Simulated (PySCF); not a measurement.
# CH$_{6}$FGeN: what the fields show

| atom | x (Å) | y (Å) | z (Å) |
| --- | --- | --- | --- |
| C | -1.3947 | -0.0989 | -0.3193 |
| N | -0.2477 | -0.3963 | 0.5252 |
| Ge | 1.3633 | 0.3548 | 0.3048 |
| F | 2.1041 | -0.1496 | -1.2215 |
| H | -1.4177 | -0.7019 | -1.2324 |
| H | -1.3484 | 0.9510 | -0.6086 |
| H | -2.3188 | -0.2682 | 0.2369 |
| H | -0.2693 | -1.3530 | 0.8506 |
| H | 1.2245 | 1.8284 | 0.1087 |
| H | 2.3135 | -0.1617 | 1.3332 |

Geometry: GFN2-xTB.

Theory: CAM-B3LYP/def2-SVPD, SCF density, gas phase (PySCF).

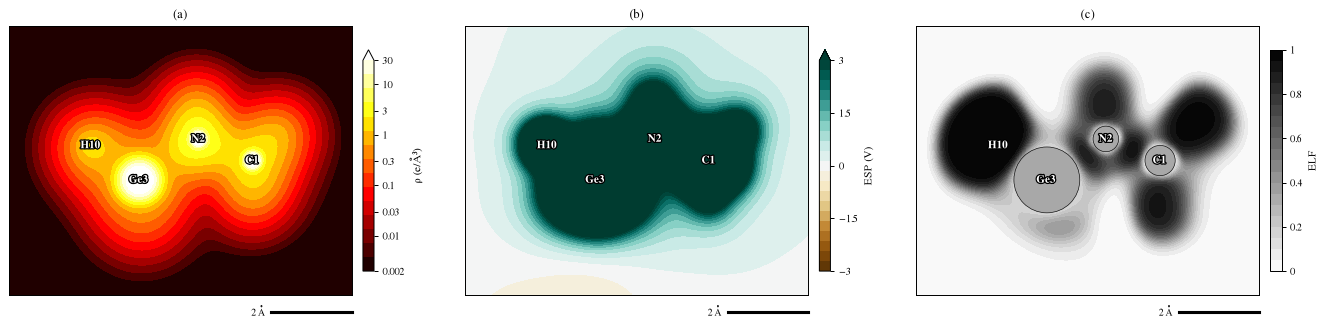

Figure 1. (a) total electron density; (b) molecular electrostatic potential; (c) ELF on the plane of atoms N2, Ge3 and H10. Grey discs cover the atomic cores in the ELF map.

Question: Interpret the plot.

Answer:
- The plane passes through C, N, Ge and H nuclei.
- C–N (1.46 Å): ρ is about 1.9 e/Å³ halfway; the ELF peaks at about 0.95 between the atoms (localised, covalent bonding).
- Ge–N (1.79 Å): ρ is about 1.1 e/Å³ halfway; the ELF peaks at about 0.90 in the valence shell of N, 0.6 Å from its nucleus, and is about 0.45 at the midpoint.
- Ge–H (1.49 Å): ρ is about 1.2 e/Å³ halfway; the ELF climbs to about 1 towards the hydrogen.
- The potential has no marked negative region in this plane.

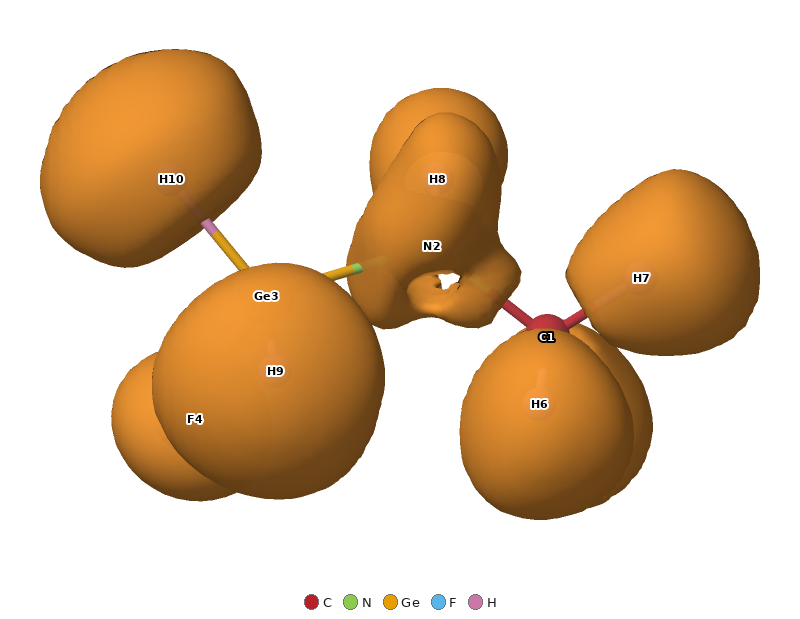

Figure 2. Isosurface of the electron localisation function at 0.75 (orange), seen at a tilt. Only the valence region is drawn (cores and ρ < 0.01 e/Å³ removed).

Question: Where are the electrons localised?

Answer: The surface consists of five regions around hydrogen nuclei, one region wrapped around F (its valence shell) and one joined region spread over several atoms (H, N), in which their bonds and any lone pairs are merged. Along the contacts the grid gives the following. Ge–F (1.77 Å): the ELF peaks at about 0.80 in the valence shell of F, 0.5 Å from its nucleus, and is about 0.20 at the midpoint.

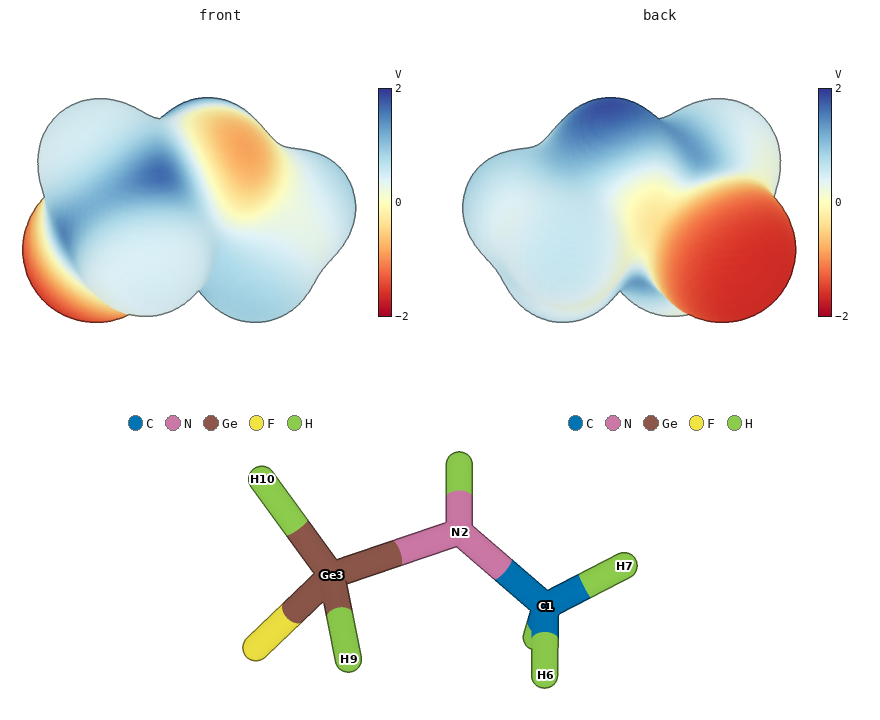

Figure 3. The molecular electrostatic potential painted on the density surface at 0.002 e/bohr³, seen from the front and from behind; red is negative and blue positive. The bare structure is drawn below in the same view.

Question: Which sites attract a positive test charge, and which a negative one?

Answer: A positive charge is drawn to the negative regions and a negative charge to the positive ones. The most negative region (about −1.6 V) lies over F4, the most positive (about +1.8 V) over H8.
